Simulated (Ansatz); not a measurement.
**Electron scattering at the Σ5 (310) boundary in fcc Al, starting shift (0.5, 0.5)**

How much does the Σ5 (310) boundary in fcc Al, starting shift (0.5, 0.5) reflect electrons?

Main program and level: Ansatz 0.2.0; Ansatz plane-wave DFT, PBE, PAW files; relaxation of a bicrystal slab with its lowest layers held; PAW set soft_1, in the first sound run; inputs show where later runs differ.

**1. The structure**

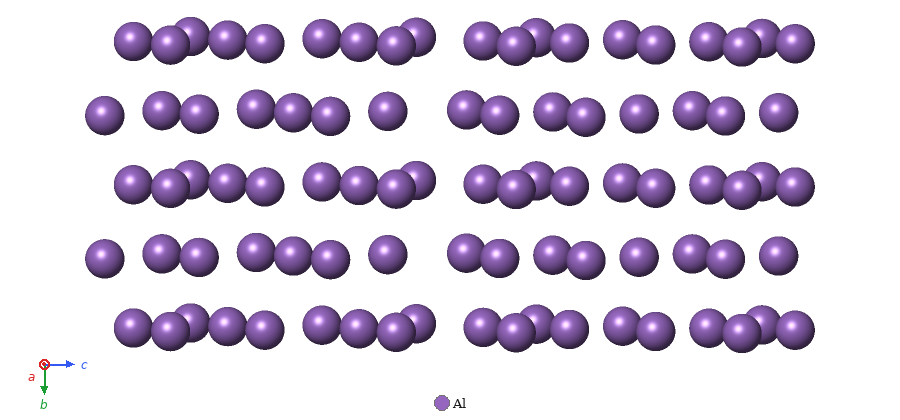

The starting structure, seen from the side, with the c axis across the page (aluminium purple). 1×2×1 cells are drawn. Some periodic images of atoms are drawn too.

The cell holds 30 atoms: 30 Al. Its edges and angles: a = 6.400 Å, b = 4.048 Å, c = 30.401 Å, α = 90.0°, β = 90.0°, γ = 90.0°. It derives from Al. built on the (3 1 0) plane; 2 overlapping atoms removed and the grains opened by 0.2 Å. Vacuum lies along c.

**2. Relaxing the bicrystal**

The boundary is built by mirroring the lower grain in the boundary plane and removing any atoms that overlap. A thin bicrystal slab is relaxed first, with the lowest layers held and the upper grain free to shift and open.

The input, input.yaml:

```yaml
crystal:
  lattice:
    - [6.40040255, 0.0, 0.0]
    - [0.0, 4.04797, 0.0]
    - [0.0, 0.0, 30.40120765]
  atoms:
    - { symbol: Al, position: [0.9, 0.5, 0.1644671507] }
    - { symbol: Al, position: [0.6, 0.0, 0.1855202701] }
    - { symbol: Al, position: [0.3, 0.5, 0.2065733895] }
    - { symbol: Al, position: [0.0, 0.0, 0.2276265089] }
    - { symbol: Al, position: [0.7, 0.5, 0.2486796284] }
    - { symbol: Al, position: [0.4, 0.0, 0.2697327478] }
    - { symbol: Al, position: [0.1, 0.5, 0.2907858672] }
    - { symbol: Al, position: [0.8, 0.0, 0.3118389866] }
    - { symbol: Al, position: [0.5, 0.5, 0.332892106] }
    - { symbol: Al, position: [0.2, 0.0, 0.3539452254] }
    - { symbol: Al, position: [0.9, 0.5, 0.3749983448] }
    - { symbol: Al, position: [0.6, 0.0, 0.3960514643] }
    - { symbol: Al, position: [0.3, 0.5, 0.4171045837] }
    - { symbol: Al, position: [0.0, 0.0, 0.4381577031] }
    - { symbol: Al, position: [0.1, 0.5, 0.4868426279] }
    - { symbol: Al, position: [0.4, 0.0, 0.5078957474] }
    - { symbol: Al, position: [0.7, 0.5, 0.5289488668] }
    - { symbol: Al, position: [0.0, 0.0, 0.5500019862] }
    - { symbol: Al, position: [0.3, 0.5, 0.5710551056] }
    - { symbol: Al, position: [0.6, 0.0, 0.592108225] }
    - { symbol: Al, position: [0.9, 0.5, 0.6131613444] }
    - { symbol: Al, position: [0.2, 0.0, 0.6342144638] }
    - { symbol: Al, position: [0.5, 0.5, 0.6552675833] }
    - { symbol: Al, position: [0.8, 0.0, 0.6763207027] }
    - { symbol: Al, position: [0.1, 0.5, 0.6973738221] }
    - { symbol: Al, position: [0.4, 0.0, 0.7184269415] }
    - { symbol: Al, position: [0.7, 0.5, 0.7394800609] }
    - { symbol: Al, position: [0.0, 0.0, 0.7605331803] }
    - { symbol: Al, position: [0.3, 0.5, 0.7815862997] }
    - { symbol: Al, position: [0.6, 0.0, 0.8026394192] }
kpoints:
  mp_grid: { grid: [4, 6, 1] }
hamiltonian:
  xc: pbe
  pseudopotentials: { kind: paw, azcp: { folder: soft_1 } }
scf:
  occupations: { method: fermi_dirac, width: 0.1 }
relax:
  f_tol: 0.03
  max_steps: 80
  constraints: [{ sites: [0, 1, 2, 3, 4] }]
```

On the command line:

```sh
ansatz run input.yaml --threads 4 --pin off --max-ram 15360MiB --backend cpu --events-out ev --progress --plain --runs-dir out
```

Numbers of over 12 decimals in the logs are rounded to 6 here.

Output:

```text
Engine: ansatz 0.2.0, aarch64-unknown-linux-gnu
Pseudopotentials: kind: paw
Pseudopotential: Al, paw, valence charge 3, recommended cutoff 420 eV (normal), soft_1/Al.paw.azcp
Functional definition: PBE
  parameter kappa = 0.804
  parameter beta = 0.066725
  exchange = pbe_x(kappa = kappa, mu = beta*pi^2/3)
  correlation = pbe_c(beta = beta)
Crystal: 30 atoms, lattice volume = 787.654 Å³
Basis set: ecut = 420 eV, 15421 PW (Γ), exchange–correlation on 90×60×432 points (8 copies of the dense FFT grid, shifted against one another)
Bands: 75, of which v1, the nominal top of the filled ones, is band 45 counted from 1 (44 counted from 0)
Symmetry: 2 space group operations
Space group: Pm (ITA 6), of the structure as read, at distance tolerance 9.2e-5 Å
k-points: 12 of 24 (time reversal used)
Non-local potential: Al, projectors of the file, l = 0: 2, l = 1: 2, l = 2: 1
PAW form: soft (Blöchl's): semilocal exchange-correlation on the pseudo side does not see the compensation charge
PAW one-centre angular grid: Al, 110 points (default); XC on 64 Gauss nodes
Initial density: superposition of atomic densities (neutral atoms: chi_scale 0, normalization atom)
Initial wavefunctions: pseudopotential atomic-orbital guess
Functional: x = pbe(κ = 0.804, μ = 0.219515), c = pbe(β = 0.066725)
SCF iter   1: F=—  HF=-16123.811153 eV  |F-HF|=—  |Δ(HF+E_count)|=         —  Δρ=2.12e-2  dr2=3.69e1  ethr=3.10e-3  ⟨swp⟩=8.4  Hψ=5267  notcnv=0  defer=30
preconditioner: auto → LDOS  [metal: Δε(μ)=0.009 eV  Ē_g=6.421 eV  σ=0.100 eV  W_gap=0.02  n_scr=90 (ndim 8)  ℏωp=12.6 eV  f_vac=0.237  D(μ)=12.46/eV (n_scr^D=56)  β→1.0]
SCF iter   2: F=—  HF=-16120.601997 eV  |F-HF|=—  |Δ(HF+E_count)|=    3.21e0  Δρ=8.35e-3  dr2=2.51e0  ethr=3.10e-3  ⟨swp⟩=6.1  Hψ=2410  notcnv=0  defer=55
SCF iter   3: F=—  HF=-16120.435297 eV  |F-HF|=—  |Δ(HF+E_count)|=   1.67e-1  Δρ=1.87e-3  dr2=1.20e-1  ethr=2.79e-3  ⟨swp⟩=4.1  Hψ=1704  notcnv=0  defer=50
SCF iter   4: F=—  HF=-16120.414210 eV  |F-HF|=—  |Δ(HF+E_count)|=   2.11e-2  Δρ=4.42e-4  dr2=3.34e-3  ethr=1.34e-4  ⟨swp⟩=2.1  Hψ=1712  notcnv=0  defer=50
SCF iter   5: F=—  HF=-16120.414531 eV  |F-HF|=—  |Δ(HF+E_count)|=   3.21e-4  Δρ=1.14e-4  dr2=4.21e-4  ethr=3.71e-6  ⟨swp⟩=2.2  Hψ=1408  notcnv=0  defer=50
SCF iter   6: F=-16120.414538 eV  HF=-16120.414540 eV  |F-HF|=2.38e-6  |Δ(HF+E_count)|=   9.39e-6  Δρ=1.93e-5  dr2=8.49e-6  ethr=2.50e-8  ⟨swp⟩=4.0  Hψ=3611  notcnv=0
SCF 1 converged in 6 iterations: F = -16120.414538 eV  dr2 = 8.49e-6
  greatest PAW one-centre occupation: 0.505 electrons in one spin orbital (limit 2), on the Al atom at site 0 (counted from 0), in its partial waves of l = 0
relax step   1: F+E_penalty+E_count = -16120.41453797 eV  Δ(F+E_penalty+E_count) = +0.000e0 eV  max|allowed force component| = 1.679e0 eV/Å  Δτ_max = 0.0000 Å  (6 SCF iters, dr2 threshold 2.25e-5 eV, accepted)
Initial density: handed on by an earlier stage of this run
Initial wavefunctions: those handed on with the density
iter 1 solved again at ethr=4.08e-4 eV; its pass at ethr=3.10e-3 eV (dr2=3.68e-1 eV) is discarded
SCF iter   1: F=—  HF=-16120.855568 eV  |F-HF|=—  |Δ(HF+E_count)|=         —  Δρ=2.93e-3  dr2=4.14e-1  ethr=4.08e-4  ⟨swp⟩=2.0  Hψ=3712  notcnv=0  defer=46
eigensolver tolerance schedule calibrated: the retry pair's looser diagonalisation under-reported the residual by θ = 0.11 (0.13/decade); ethr = c·dr2/N_el runs at the constant in force after the calibration composes with the one it found (an armed cap, an earlier calibration), c = 6.1e-2
preconditioner: auto → LDOS  [metal: Δε(μ)=0.020 eV  Ē_g=6.278 eV  σ=0.100 eV  W_gap=0.05  n_scr=90 (ndim 8)  ℏωp=12.6 eV  f_vac=0.249  D(μ)=11.57/eV (n_scr^D=50)  β→1.0]
SCF iter   2: F=—  HF=-16120.802655 eV  |F-HF|=—  |Δ(HF+E_count)|=   5.29e-2  Δρ=1.38e-3  dr2=4.94e-2  ethr=2.80e-4  ⟨swp⟩=2.8  Hψ=1789  notcnv=0  defer=46
SCF iter   3: F=—  HF=-16120.794201 eV  |F-HF|=—  |Δ(HF+E_count)|=   8.45e-3  Δρ=2.85e-4  dr2=3.46e-3  ethr=3.34e-5  ⟨swp⟩=2.3  Hψ=1502  notcnv=0  defer=47
SCF iter   4: F=—  HF=-16120.793690 eV  |F-HF|=—  |Δ(HF+E_count)|=   5.11e-4  Δρ=5.11e-5  dr2=9.42e-5  ethr=2.33e-6  ⟨swp⟩=2.2  Hψ=1422  notcnv=0  defer=47
SCF iter   5: F=-16120.793680 eV  HF=-16120.793680 eV  |F-HF|=2.53e-7  |Δ(HF+E_count)|=   9.62e-6  Δρ=1.36e-5  dr2=2.18e-6  ethr=6.36e-8  ⟨swp⟩=4.3  Hψ=2626  notcnv=0
SCF 2 converged in 5 iterations: F = -16120.793680 eV  dr2 = 2.18e-6
relax step   2: F+E_penalty+E_count = -16120.79367986 eV  Δ(F+E_penalty+E_count) = -3.791e-1 eV  max|allowed force component| = 3.863e-1 eV/Å  Δτ_max = 0.1942 Å  (5 SCF iters, dr2 threshold 1.00e-4 eV, accepted)
SCF iter   1: F=—  HF=-16120.916039 eV  |F-HF|=—  |Δ(HF+E_count)|=         —  Δρ=1.67e-3  dr2=1.00e-1  ethr=2.26e-3  ⟨swp⟩=4.0  Hψ=2357  notcnv=0  defer=50
preconditioner: auto → LDOS  [metal: Δε(μ)=0.003 eV  Ē_g=6.275 eV  σ=0.100 eV  W_gap=0.01  n_scr=90 (ndim 8)  ℏωp=12.6 eV  f_vac=0.251  D(μ)=11.81/eV (n_scr^D=50)  β→1.0]
SCF iter   2: F=—  HF=-16120.900293 eV  |F-HF|=—  |Δ(HF+E_count)|=   1.57e-2  Δρ=6.70e-4  dr2=3.78e-2  ethr=1.11e-4  ⟨swp⟩=2.4  Hψ=1550  notcnv=0  defer=52
SCF iter   3: F=—  HF=-16120.898792 eV  |F-HF|=—  |Δ(HF+E_count)|=   1.50e-3  Δρ=1.32e-4  dr2=2.52e-3  ethr=4.20e-5  ⟨swp⟩=1.3  Hψ=964  notcnv=0  defer=52
SCF iter   4: F=—  HF=-16120.898770 eV  |F-HF|=—  |Δ(HF+E_count)|=   2.25e-5  Δρ=3.36e-5  dr2=1.80e-4  ethr=2.80e-6  ⟨swp⟩=1.7  Hψ=1049  notcnv=0  defer=52
SCF iter   5: F=—  HF=-16120.898774 eV  |F-HF|=—  |Δ(HF+E_count)|=   3.80e-6  Δρ=1.28e-5  dr2=1.35e-5  ethr=2.00e-7  ⟨swp⟩=2.0  Hψ=1174  notcnv=0  defer=52
SCF iter   6: F=-16120.898773 eV  HF=-16120.898773 eV  |F-HF|=1.10e-7  |Δ(HF+E_count)|=   1.17e-6  Δρ=2.67e-6  dr2=1.78e-7  ethr=1.04e-8  ⟨swp⟩=4.0  Hψ=2599  notcnv=0
SCF 3 converged in 6 iterations: F = -16120.898773 eV  dr2 = 1.78e-7
relax step   3: F+E_penalty+E_count = -16120.89877251 eV  Δ(F+E_penalty+E_count) = -1.051e-1 eV  max|allowed force component| = 2.112e-1 eV/Å  Δτ_max = 0.1948 Å  (6 SCF iters, dr2 threshold 9.32e-6 eV, accepted)
[...]
relax step   4: F+E_penalty+E_count = -16120.94778435 eV  Δ(F+E_penalty+E_count) = -4.901e-2 eV  max|allowed force component| = 3.378e-2 eV/Å  Δτ_max = 0.2000 Å  (5 SCF iters, dr2 threshold 2.79e-6 eV, accepted)
[...]
relax step   5: F+E_penalty+E_count = -16120.96126428 eV  Δ(F+E_penalty+E_count) = -1.348e-2 eV  max|allowed force component| = 3.495e-2 eV/Å  Δτ_max = 0.1163 Å  (6 SCF iters, accepted)
SCF iter   1: F=—  HF=-16120.973453 eV  |F-HF|=—  |Δ(HF+E_count)|=         —  Δρ=1.53e-3  dr2=2.24e-1  ethr=1.83e-3  ⟨swp⟩=4.0  Hψ=2267  notcnv=0  defer=52
preconditioner: auto → LDOS  [metal: Δε(μ)=0.010 eV  Ē_g=6.329 eV  σ=0.100 eV  W_gap=0.03  n_scr=90 (ndim 8)  ℏωp=12.6 eV  f_vac=0.260  D(μ)=12.12/eV (n_scr^D=52)  β→1.0]
SCF iter   2: F=—  HF=-16120.966442 eV  |F-HF|=—  |Δ(HF+E_count)|=   7.01e-3  Δρ=2.70e-4  dr2=1.53e-2  ethr=2.49e-4  ⟨swp⟩=1.2  Hψ=1049  notcnv=0  defer=52
SCF iter   3: F=—  HF=-16120.965093 eV  |F-HF|=—  |Δ(HF+E_count)|=   1.35e-3  Δρ=6.25e-5  dr2=2.39e-4  ethr=1.70e-5  ⟨swp⟩=2.0  Hψ=1255  notcnv=0  defer=52
SCF iter   4: F=—  HF=-16120.965106 eV  |F-HF|=—  |Δ(HF+E_count)|=   1.24e-5  Δρ=1.78e-5  dr2=8.12e-6  ethr=2.65e-7  ⟨swp⟩=2.7  Hψ=1423  notcnv=0  defer=52
SCF iter   5: F=—  HF=-16120.965004 eV  |F-HF|=—  |Δ(HF+E_count)|=   1.02e-4  Δρ=4.59e-6  dr2=5.57e-7  ethr=9.02e-9  ⟨swp⟩=2.2  Hψ=1503  notcnv=0  defer=52
SCF iter   6: F=-16120.965004 eV  HF=-16120.965004 eV  |F-HF|=7.97e-9  |Δ(HF+E_count)|=   4.52e-8  Δρ=1.19e-6  dr2=3.14e-8  ethr=1.11e-10  ⟨swp⟩=5.2  Hψ=3128  notcnv=0
SCF 6 converged in 6 iterations: F = -16120.965004 eV  dr2 = 3.14e-8
relax step   6: F+E_penalty+E_count = -16120.96500390 eV  Δ(F+E_penalty+E_count) = -3.740e-3 eV  max|allowed force component| = 1.535e-2 eV/Å  Δτ_max = 0.0770 Å  (6 SCF iters, accepted)
SCF converged after 6 iterations
Free energy (F): -16120.965004 eV
Harris-Foulkes:  -16120.965004 eV  (|F-HF|=7.97e-9)
Internal energy: -16120.567868 eV  (E = F + TS)
E sigma→0 (E₀):  -16120.766436 eV
Entropy (-TS):   -0.397136 eV (-13.238 meV/atom)
Fermi energy:    3.457236 eV
--- Per-component energies (eV) ---
  E_band       = -64.679324
  E_kinetic    = 649.724575
  E_local      = -16297.104288  (includes V_loc(G=0)·N_el)
  E_nonlocal   = 302.911615
  E_hartree    = 8119.899524
  E_xc         = -1116.055760
  E_vxc        = -855.438340  (∫ρ·V_xc dr)
  E_paw        = -14081.615375  (= ΣΔE_a)
  E_vpaw       = -104.573759  (= ΣTr[D̂ρ^β])
  E_aug_tail   = -0.000059  (compensation charges beyond the density's cutoff)
  E_ewald      = 6301.671900
  E_smearing   = -0.397136  (= −TS)
  E_closure    = -0.000000  (closes the sum)
  Σ components = -16120.965004   (vs F -16120.965004, Δ=0.00e0)
--- Forces (eV/Å), atoms counted from 1 ---
  atom   1  Al    -0.07854276     0.00000000     0.31328054
  atom   2  Al     0.08887187     0.00000000    -0.08876508
  atom   3  Al    -0.09475864     0.00000000    -0.21685752
  atom   4  Al     0.03510707     0.00000000    -0.03261961
  atom   5  Al     0.08774616     0.00000000     0.04034450
  atom   6  Al    -0.00100817     0.00000000    -0.00957118
  atom   7  Al    -0.00197504     0.00000000    -0.01422623
  atom   8  Al    -0.00333424     0.00000000    -0.01445247
  atom   9  Al     0.00598073     0.00000000    -0.00948008
  atom  10  Al    -0.00581802     0.00000000    -0.01285223
  atom  11  Al    -0.01303693     0.00000000    -0.00482301
  atom  12  Al     0.01036114     0.00000000     0.01535024
  atom  13  Al     0.00006976     0.00000000     0.00847576
  atom  14  Al    -0.00083369     0.00000000     0.00460073
  atom  15  Al    -0.00947838     0.00000000     0.01277474
  atom  16  Al    -0.00729750     0.00000000     0.01444758
  atom  17  Al     0.01046176     0.00000000    -0.00597225
  atom  18  Al     0.00118481     0.00000000     0.00034185
  atom  19  Al    -0.00061884     0.00000000     0.00389614
  atom  20  Al    -0.00471847     0.00000000     0.01068363
  atom  21  Al    -0.00349109     0.00000000     0.00131353
  atom  22  Al    -0.00075051     0.00000000     0.00492367
  atom  23  Al     0.00130770     0.00000000    -0.00599462
  atom  24  Al    -0.00075752     0.00000000    -0.00280376
  atom  25  Al    -0.00582731     0.00000000    -0.00625056
  atom  26  Al    -0.00287860     0.00000000    -0.00614804
  atom  27  Al     0.00145071     0.00000000    -0.00063972
  atom  28  Al    -0.00277535     0.00000000    -0.00269759
  atom  29  Al    -0.00402373     0.00000000     0.00182651
  atom  30  Al    -0.00058273     0.00000000     0.00192596
  max |Σ_I F_I| component: 3.42e-5 eV/Å
--- Relaxed structure (6 steps of the walk, 6 accepted, 0 SCFs on fresh bases) ---
  F+E_penalty+E_count = -16120.96500390 eV   max|allowed force component| = 1.535e-2 eV/Å
  atoms:
    - { symbol: Al, position: [0.9, 0.500000, 0.164467] }
    - { symbol: Al, position: [0.6, 0.0, 0.185520] }
    - { symbol: Al, position: [0.3, 0.500000, 0.206573] }
    - { symbol: Al, position: [0.0, 0.0, 0.227627] }
    - { symbol: Al, position: [0.7, 0.500000, 0.2486796284] }
    - { symbol: Al, position: [0.404274, 0.0, 0.269589] }
    - { symbol: Al, position: [0.105895, 0.500000, 0.291117] }
    - { symbol: Al, position: [0.811093, 0.0, 0.312094] }
    - { symbol: Al, position: [0.515695, 0.500000, 0.334092] }
    - { symbol: Al, position: [0.216282, 0.0, 0.354493] }
    - { symbol: Al, position: [0.911627, 0.500000, 0.375994] }
    - { symbol: Al, position: [0.614565, 0.0, 0.399427] }
    - { symbol: Al, position: [0.331669, 0.500000, 0.417518] }
    - { symbol: Al, position: [0.00214513, 0.0, 0.434889] }
    - { symbol: Al, position: [0.092499, 0.500000, 0.487829] }
    - { symbol: Al, position: [0.408006, 0.0, 0.485363] }
    - { symbol: Al, position: [0.685673, 0.500000, 0.511688] }
    - { symbol: Al, position: [-0.00738266, 0.0, 0.540866] }
    - { symbol: Al, position: [0.306081, 0.500000, 0.562010] }
    - { symbol: Al, position: [0.595334, 0.0, 0.577889] }
    - { symbol: Al, position: [0.892584, 0.500000, 0.602510] }
    - { symbol: Al, position: [0.196895, 0.0, 0.623706] }
    - { symbol: Al, position: [0.497605, 0.500000, 0.645226] }
    - { symbol: Al, position: [0.793344, 0.0, 0.666399] }
    - { symbol: Al, position: [0.089095, 0.500000, 0.688777] }
    - { symbol: Al, position: [0.388003, 0.0, 0.707115] }
    - { symbol: Al, position: [0.689858, 0.500000, 0.729480] }
    - { symbol: Al, position: [-0.015559, 0.0, 0.754505] }
    - { symbol: Al, position: [0.289025, 0.500000, 0.772231] }
    - { symbol: Al, position: [0.577458, 0.0, 0.788973] }
```

Run time: 83 s. Hardware: 4 threads of Arm Neoverse V1, shared host; peak memory 1.6 GiB.

The steps of the relaxation:

| step | energy less that of the first step (eV) | largest force component (eV/Å) |
| --- | --- | --- |
| 1 | 0.0000 | 1.6787 |
| 2 | -0.3791 | 0.3863 |
| 3 | -0.4842 | 0.2112 |
| 4 | -0.5332 | 0.0338 |
| 5 | -0.5467 | 0.0350 |
| 6 | -0.5505 | 0.0154 |

Forces are held to the 2 operations that the run works with; a distortion that breaks them can't arise in this run.

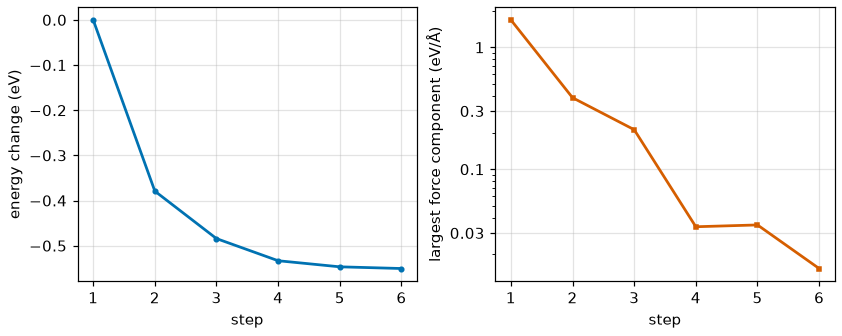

Energy and largest force along the relaxation.

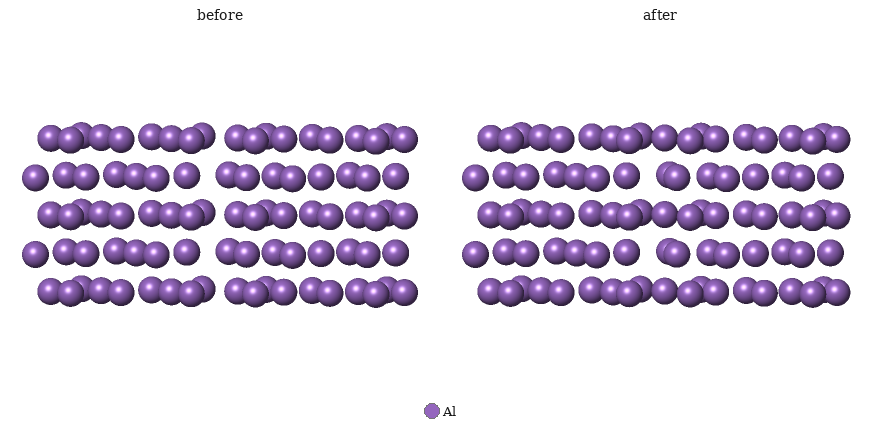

The structure before and after the relaxation, drawn at the same scale.

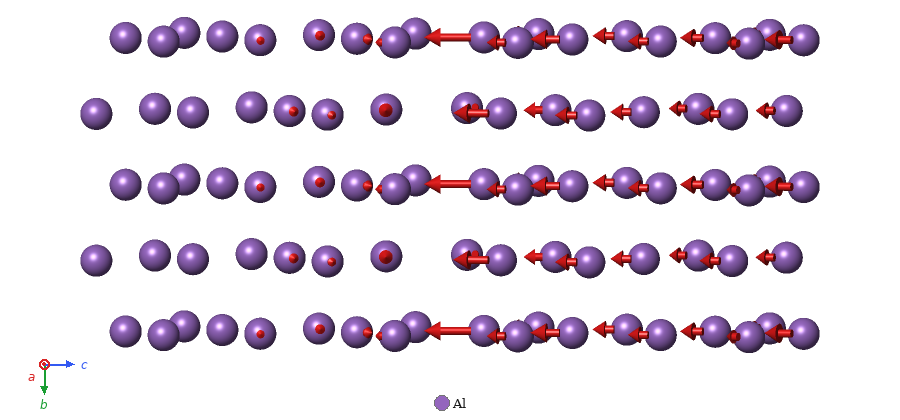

Displacements in the relaxation, exaggerated; the longest in the cell stands for 0.69 Å. 1×2×1 cells are drawn. Some periodic images of atoms are drawn too.

The atoms that moved most (Å):

| atom | dx | dy | dz | length |
| --- | --- | --- | --- | --- |
| Al16 | 0.051 | 0.000 | -0.685 | 0.687 |
| Al17 | -0.092 | 0.000 | -0.525 | 0.533 |
| Al30 | -0.144 | 0.000 | -0.415 | 0.440 |
| Al20 | -0.030 | 0.000 | -0.432 | 0.433 |
| Al26 | -0.077 | 0.000 | -0.344 | 0.352 |
| Al21 | -0.047 | 0.000 | -0.324 | 0.327 |
| Al22 | -0.020 | 0.000 | -0.319 | 0.320 |
| Al27 | -0.065 | 0.000 | -0.304 | 0.311 |

This step gave:

* free energy: -16120.9650 eV
* energy at zero smearing: -16120.7664 eV
* Fermi energy: 3.457 eV

The largest force component on a free atom ends at 0.015 eV/Å, under the tolerance of 0.03, after 6 steps.

(Continued in part 2 of 3.)

[Logs are printed without paths, hosts, clocks, repeated set-up lines and the standing remarks that a program may print on its own settings, such as how far it seeks lower states.]

[Hosts, paths, dates, database ids (printed as entryN), source tags and the programs' standing remarks are cut or masked in the printed files.]
